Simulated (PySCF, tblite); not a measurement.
**C5H8N2O2: dynamics, then NMR shifts on frames**

Aim: move C5H8N2O2 (`C=C(CC(N)=O)NC=O`) away from its starting geometry and see how NMR shifts follow the geometry.

Computed with tblite 0.8.0 and PySCF 2.14.0, with density-fitted response routines of our own, on a single molecule in the gas phase. Atoms count from 0, in the outputs and in this text.

### 1 Starting geometry

17 atoms, charge 0, multiplicity 1; geometry from: GFN2-xTB.

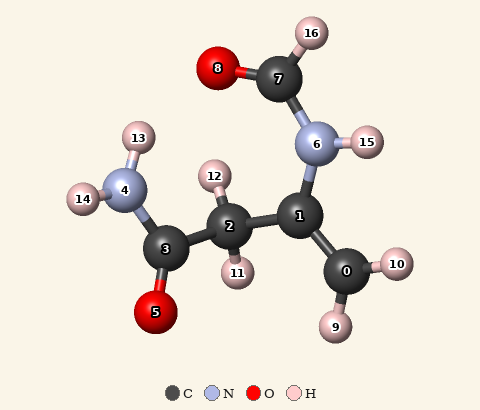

As it starts; carbon dark grey, nitrogen light blue, oxygen red, hydrogen pink, atoms numbered.

### 2 Dynamics with GFN2-xTB

Job settings and geometry (Å):

```
{"job": {"kind": "md", "xc": "GFN2-xTB", "basis": "xTB", "temperature": 400, "steps": 2000, "every": 50, "frames": 5}, "charge": 0, "multiplicity": 1}
C      0.509057    -1.999533     1.052029
C      0.433239    -0.908786     0.295416
C     -0.811146    -0.539387    -0.452122
C     -1.710465     0.313862     0.457008
N     -1.548649     1.635842     0.285251
O     -2.482259    -0.176144     1.249018
N      1.561659    -0.070011     0.203830
C      1.743685     1.098482    -0.442631
O      0.928622     1.740406    -1.065254
H     -0.330677    -2.660416     1.147282
H      1.395057    -2.254596     1.608588
H     -1.360564    -1.449831    -0.689146
H     -0.576075     0.003659    -1.363906
H     -0.833240     1.991745    -0.334127
H     -2.072683     2.272930     0.861804
H      2.359518    -0.433149     0.708352
H      2.787924     1.446959    -0.338021
```

Level: GFN2-xTB Langevin dynamics, gas phase.

Command:

```bash
$ OMP_NUM_THREADS=1 python probes_run.py task.json out
```

One launch serves the whole session: the jobs run in the order shown.

Standard output:

```text
t/fs     T/K      E/eV
    0.0   345.3   -782.33634
   25.0   272.2   -781.80372
   50.0   280.7   -781.81083
   75.0   359.2   -781.75605
  100.0   280.3   -781.66323
  125.0   300.8   -781.41133
  150.0   325.0   -781.42733
  175.0   405.1   -781.68418
  200.0   390.7   -781.72310
  225.0   288.7   -781.59087
  250.0   215.5   -781.54532
  275.0   295.3   -781.44709
  300.0   323.4   -781.42741
  325.0   381.7   -781.42382
  350.0   334.7   -781.31287
  375.0   480.4   -781.48144
  400.0   440.1   -781.33370
  425.0   564.6   -781.56403
  450.0   339.5   -781.53037
  475.0   424.7   -781.26526
  500.0   472.6   -781.39580
  525.0   354.2   -781.33545
  550.0   349.1   -781.43037
  575.0   320.2   -781.44111
  600.0   475.6   -781.50727
  625.0   364.1   -781.56236
  650.0   401.6   -781.59272
  675.0   462.4   -781.69459
  700.0   389.1   -781.60983
  725.0   336.9   -781.41540
  750.0   395.9   -781.66918
  775.0   303.8   -781.42533
  800.0   401.0   -781.51494
  825.0   448.7   -781.45740
  850.0   310.9   -781.34528
  875.0   452.3   -781.71649
  900.0   409.2   -781.60348
  925.0   419.2   -781.56919
  950.0   388.2   -781.46498
  975.0   430.9   -781.48639
 1000.0   456.8   -781.72043
```

Run time: 12 s. Hardware: 1 thread of Arm Neoverse V1, shared host; peak memory 0.18 GiB.

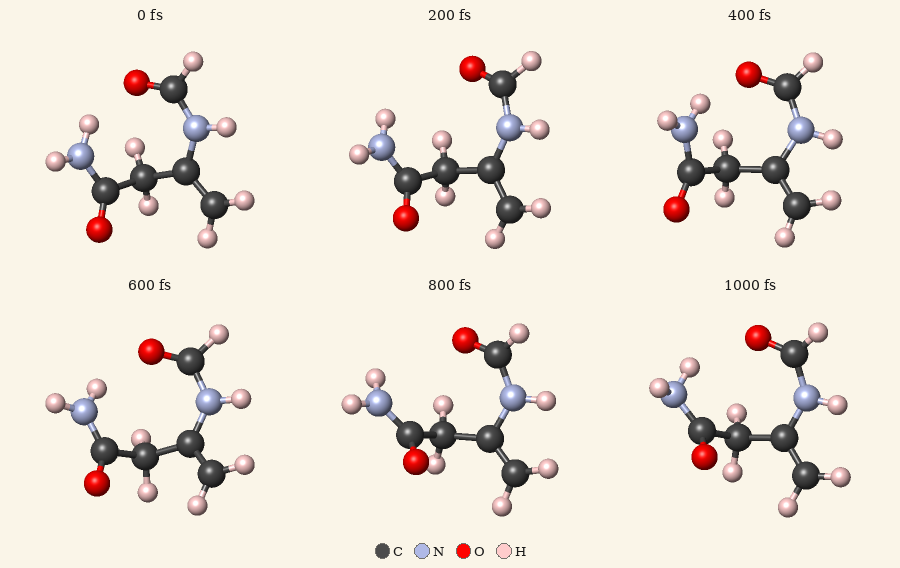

Frames of the run.

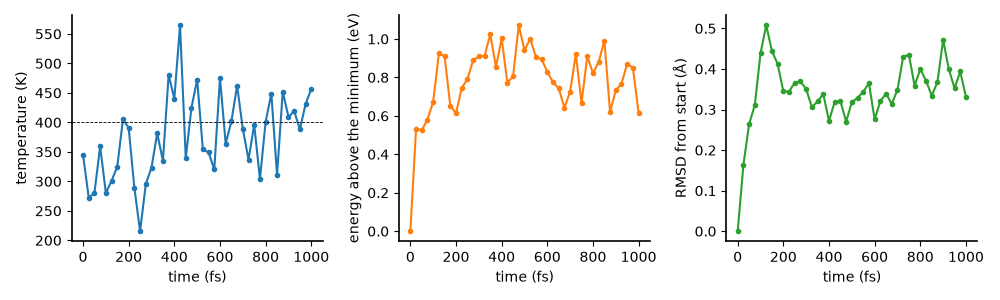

Temperature, potential energy and distance from the start.

Positions (Å) and forces (eV/Å) at 1000 fs:

```xyz
17

C    -0.907   -1.370    2.064   -1.088   -0.474    0.165
C    -0.779   -0.348    1.227   -0.647    0.084   -0.694
C    -1.953    0.279    0.480   -0.394   -0.455    0.440
C    -2.422    1.530    1.244    0.983   -0.683    1.004
N    -2.421    2.731    0.571    0.483    0.292    1.783
O    -2.639    1.350    2.438   -0.438    0.991   -1.107
N     0.512    0.086    0.963    0.987    1.019   -0.303
C     1.061    1.241    0.467   -2.908   -0.267   -0.356
O     0.472    2.124   -0.116   -0.647    0.028   -0.116
H    -1.926   -1.695    2.310    0.762   -0.017   -0.074
H    -0.081   -1.924    2.505   -0.301    0.424   -0.036
H    -2.798   -0.440    0.585    0.505    0.392   -0.303
H    -1.723    0.445   -0.571    0.071    0.099    0.098
H    -1.644    2.796   -0.089   -0.349    0.079    0.054
H    -2.423    3.512    1.287   -0.157   -0.914   -1.309
H     1.147   -0.491    1.476    0.608   -0.252    0.196
H     2.073    1.359    0.615    2.530   -0.345    0.560
```

### 3 Nuclear shieldings: 250 fs, PBE0/pcSseg-1

Job settings and geometry (Å):

```
{"job": {"kind": "nmr", "xc": "PBE0", "basis": "pcSseg-1", "pop": false}, "charge": 0, "multiplicity": 1}
C     -0.411200    -1.687200     1.369000
C     -0.142900    -0.851600     0.374800
C     -1.246700    -0.215800    -0.470200
C     -1.938700     0.708200     0.626600
N     -1.391000     2.020200     0.701100
O     -2.553700     0.224900     1.553400
N      1.190000    -0.401800     0.193300
C      1.748500     0.364200    -0.803900
O      1.130700     0.972700    -1.649000
H     -1.415400    -2.007600     1.433900
H      0.349300    -2.219600     1.902900
H     -1.995700    -0.970100    -0.745100
H     -0.840500     0.468000    -1.297300
H     -0.905300     2.383400    -0.092400
H     -1.739100     2.533700     1.441100
H      1.855500    -0.858400     0.797400
H      2.802900     0.452500    -0.835400
```

With the program's defaults for keys left out, this is: GIAO PBE0/pcSseg-1 NMR shielding, non-relativistic, gas phase.

Standard output:

```text
coarse grid: 14688 points
cycle   1  E = -454.3715728334  dE =  1.570e+00  |g| = 1.176e+00  |ddm| = 3.723e+00
cycle   2  E = -453.3164752925  dE =  1.055e+00  |g| = 2.576e+00  |ddm| = 2.990e+00
cycle   3  E = -454.6348842896  dE = -1.318e+00  |g| = 2.485e-01  |ddm| = 2.306e+00
cycle   4  E = -454.6459207880  dE = -1.104e-02  |g| = 1.203e-01  |ddm| = 2.534e-01
cycle   5  E = -454.6487070943  dE = -2.786e-03  |g| = 3.005e-02  |ddm| = 8.685e-02
cycle   6  E = -454.6488928776  dE = -1.858e-04  |g| = 9.992e-03  |ddm| = 2.774e-02
cycle   7  E = -454.6489083872  dE = -1.551e-05  |g| = 4.772e-03  |ddm| = 9.547e-03
cycle   8  E = -454.6489127801  dE = -4.393e-06  |g| = 9.481e-04  |ddm| = 3.795e-03
final grid: 143416 points
cycle   9  E = -454.7199876251  dE = -1.927e-05  |g| = 1.548e-02  |ddm| = 3.271e-02
cycle  10  E = -454.7198497524  dE =  1.379e-04  |g| = 3.110e-02  |ddm| = 3.044e-02
cycle  11  E = -454.7200332076  dE = -1.835e-04  |g| = 2.218e-03  |ddm| = 2.153e-02
cycle  12  E = -454.7200343005  dE = -1.093e-06  |g| = 3.677e-04  |ddm| = 1.967e-03
cycle  13  E = -454.7200343232  dE = -2.268e-08  |g| = 2.221e-04  |ddm| = 5.070e-04
cycle  14  E = -454.7200343349  dE = -1.174e-08  |g| = 4.888e-05  |ddm| = 2.162e-04
cycle  15  E = -454.7200343354  dE = -4.546e-10  |g| = 1.885e-05  |ddm| = 4.394e-05
converged SCF energy = -454.7200343354

GIAO shielding tensors (ppm)
atom      isotropic    diamagn.    paramagn.     s11        s22        s33       span
  0 C       85.317     254.435    -169.118     -6.752    105.779    156.925    163.677
  1 C       32.016     256.334    -224.318    -88.403     57.326    127.125    215.529
  2 C      136.435     249.584    -113.149    122.510    135.356    151.439     28.929
  3 C       -3.704     254.595    -258.298   -106.622      9.070     86.441    193.064
  4 N      139.089     324.341    -185.252     17.697    144.165    255.404    237.707
  5 O     -120.900     399.610    -520.510   -412.533   -245.426    295.259    707.791
  6 N       98.386     330.808    -232.422    -21.934    147.776    169.316    191.249
  7 C       19.766     244.277    -224.512    -80.327     50.550     89.074    169.401
  8 O     -125.751     403.684    -529.435   -484.870   -231.778    339.396    824.266
  9 H       26.908      32.449      -5.541     23.195     26.115     31.413      8.218
 10 H       27.053      31.956      -4.903     24.624     25.768     30.767      6.143
 11 H       28.434      30.530      -2.096     25.890     26.945     32.469      6.580
 12 H       24.312      30.353      -6.041     19.832     23.677     29.425      9.593
 13 H       25.889      33.746      -7.857     22.237     26.011     29.418      7.180
 14 H       27.822      32.130      -4.308     22.860     24.880     35.726     12.866
 15 H       25.775      35.082      -9.307     22.357     27.289     27.678      5.321
 16 H       23.427      27.990      -4.563     19.330     23.368     27.582      8.252
```

Wall time 26 s (1 thread of Arm Neoverse V1, shared host); peak memory 0.86 GiB.

The references, computed at this level on geometries of the same kind, shield at (ppm): ¹H TMS 31.72, ¹³C TMS 186.9, ¹⁵N NH3 267.7, ¹⁷O H2O 336.1. Their shielding less the atom's gives the shift. The references are single molecules in the gas phase, so shifts against H2O, NH3, PH3, H3PO4 or CFCl3 are not on the usual liquid scales and can be off by tens of ppm. Each atom is listed at this fixed geometry, with no averaging over motion; a spectrum would average atoms that exchange fast.

| atoms | environment | σ (ppm) | δ (ppm) |
| --- | --- | --- | --- |
| C3 | amide carbonyl carbon | -3.7 | 190.6 |
| C7 | amide carbonyl carbon | 19.8 | 167.2 |
| C1 | alkene carbon bearing nitrogen | 32.0 | 154.9 |
| C0 | β carbon of an enol-ether or enamine type C=C | 85.3 | 101.6 |
| C2 | sp3 CH2 α to a carbonyl | 136.4 | 50.5 |
| H16 | hydrogen on an amide carbonyl carbon | 23.43 | 8.29 |
| H12 | hydrogen on an sp3 CH2 α to a carbonyl | 24.31 | 7.41 |
| H15 | hydrogen on an amide-type nitrogen | 25.77 | 5.94 |
| H13 | hydrogen on an amide-type nitrogen | 25.89 | 5.83 |
| H9 | hydrogen on a β carbon of an enol-ether or enamine type C=C | 26.91 | 4.81 |
| H10 | hydrogen on a β carbon of an enol-ether or enamine type C=C | 27.05 | 4.66 |
| H14 | hydrogen on an amide-type nitrogen | 27.82 | 3.89 |
| H11 | hydrogen on an sp3 CH2 α to a carbonyl | 28.43 | 3.28 |
| N6 | amide-type nitrogen | 98.4 | 169.3 |
| N4 | amide-type nitrogen | 139.1 | 128.6 |
| O8 | amide-type carbonyl oxygen | -125.8 | 461.8 |
| O5 | amide-type carbonyl oxygen | -120.9 | 457.0 |

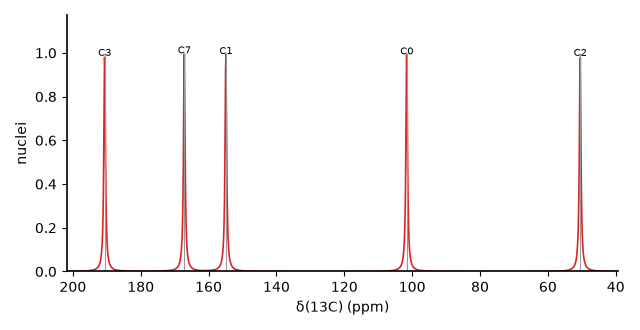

¹³C lines at the computed shifts, without couplings. Lines are broadened to a width of 0.56 ppm (Lorentzian).

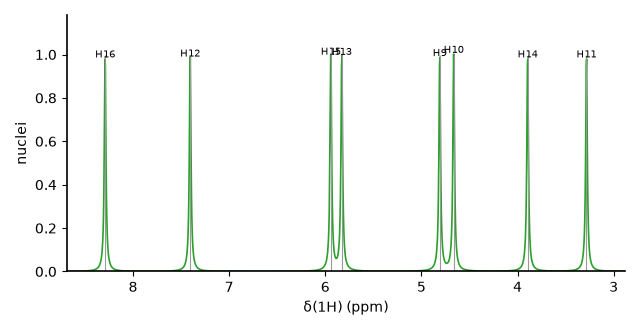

¹H lines at the computed shifts, without couplings. Lines are broadened to a width of 0.02 ppm (Lorentzian).

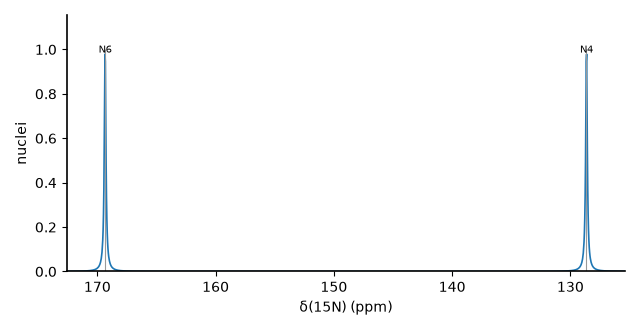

¹⁵N lines at the computed shifts, without couplings. Lines are broadened to a width of 0.16 ppm (Lorentzian).

### 4 Nuclear shieldings: 425 fs, PBE0/pcSseg-1

Job settings and geometry (Å):

```
{"job": {"kind": "nmr", "xc": "PBE0", "basis": "pcSseg-1", "pop": false}, "charge": 0, "multiplicity": 1}
C     -0.159700    -1.594300     1.726500
C     -0.051300    -0.841000     0.653700
C     -1.251800    -0.137300     0.041300
C     -1.680600     0.988800     0.905200
N     -1.206900     2.186900     0.750100
O     -2.606800     0.807300     1.656300
N      1.155800    -0.636100    -0.021400
C      1.452900     0.447500    -0.784800
O      0.742900     1.401500    -1.047800
H     -1.133700    -1.535300     2.224500
H      0.802800    -2.051900     2.200500
H     -2.094500    -0.865600     0.215100
H     -1.080100     0.181600    -0.989200
H     -0.476200     2.463600     0.090100
H     -1.720500     2.920700     1.264300
H      1.856900    -1.359200     0.321100
H      2.451000     0.310800    -1.169000
```

Method: GIAO PBE0/pcSseg-1 NMR shielding, non-relativistic, gas phase.

Standard output:

```text
coarse grid: 14688 points
cycle   1  E = -454.3966894168  dE =  1.794e+00  |g| = 1.142e+00  |ddm| = 3.731e+00
cycle   2  E = -453.4364094063  dE =  9.603e-01  |g| = 2.454e+00  |ddm| = 3.314e+00
cycle   3  E = -454.6429219748  dE = -1.207e+00  |g| = 2.464e-01  |ddm| = 2.604e+00
cycle   4  E = -454.6543086321  dE = -1.139e-02  |g| = 1.121e-01  |ddm| = 2.606e-01
cycle   5  E = -454.6568292282  dE = -2.521e-03  |g| = 2.531e-02  |ddm| = 8.018e-02
cycle   6  E = -454.6569638012  dE = -1.346e-04  |g| = 6.916e-03  |ddm| = 2.120e-02
cycle   7  E = -454.6569732622  dE = -9.461e-06  |g| = 2.164e-03  |ddm| = 6.397e-03
final grid: 143416 points
cycle   8  E = -454.7258756885  dE = -1.567e-05  |g| = 1.624e-02  |ddm| = 3.306e-02
cycle   9  E = -454.7257344881  dE =  1.412e-04  |g| = 3.194e-02  |ddm| = 3.359e-02
cycle  10  E = -454.7259256574  dE = -1.912e-04  |g| = 1.991e-03  |ddm| = 2.354e-02
cycle  11  E = -454.7259265186  dE = -8.612e-07  |g| = 3.901e-04  |ddm| = 1.733e-03
cycle  12  E = -454.7259265422  dE = -2.353e-08  |g| = 2.355e-04  |ddm| = 4.537e-04
cycle  13  E = -454.7259265541  dE = -1.195e-08  |g| = 5.559e-05  |ddm| = 2.147e-04
cycle  14  E = -454.7259265546  dE = -4.737e-10  |g| = 2.665e-05  |ddm| = 6.050e-05
converged SCF energy = -454.7259265546

GIAO shielding tensors (ppm)
atom      isotropic    diamagn.    paramagn.     s11        s22        s33       span
  0 C       82.309     257.105    -174.795    -11.965    113.977    144.916    156.881
  1 C       36.775     259.074    -222.298    -78.581     54.102    134.806    213.387
  2 C      140.893     245.093    -104.200    118.343    145.797    158.539     40.196
  3 C       19.047     244.091    -225.044    -67.299     17.315    107.124    174.423
  4 N      150.212     320.982    -170.770     74.682    151.683    224.271    149.589
  5 O      -86.704     398.252    -484.957   -330.867   -160.740    231.494    562.361
  6 N       81.260     333.022    -251.762    -39.226    126.658    156.348    195.574
  7 C       25.113     245.025    -219.912    -64.496     42.770     97.065    161.561
  8 O      -80.675     403.957    -484.632   -412.184   -180.040    350.200    762.384
  9 H       25.704      30.568      -4.864     22.444     24.547     30.121      7.677
 10 H       25.534      29.020      -3.485     22.983     24.078     29.541      6.558
 11 H       27.064      31.011      -3.947     24.297     26.059     30.836      6.539
 12 H       27.022      30.921      -3.899     24.700     27.232     29.134      4.434
 13 H       24.185      32.524      -8.338     16.598     24.930     31.028     14.430
 14 H       26.313      28.501      -2.188     21.644     23.439     33.855     12.210
 15 H       23.538      32.367      -8.829     20.057     25.068     25.487      5.429
 16 H       24.082      27.722      -3.640     19.710     24.630     27.906      8.195
```

Run time: 26 s. Hardware: 1 thread of Arm Neoverse V1, shared host; peak memory 0.85 GiB.

In short: δ C3 167.9, C7 161.8, C1 150.1, C0 104.6, H15 8.18, H16 7.64 ppm.

[end of part 1 of 2]
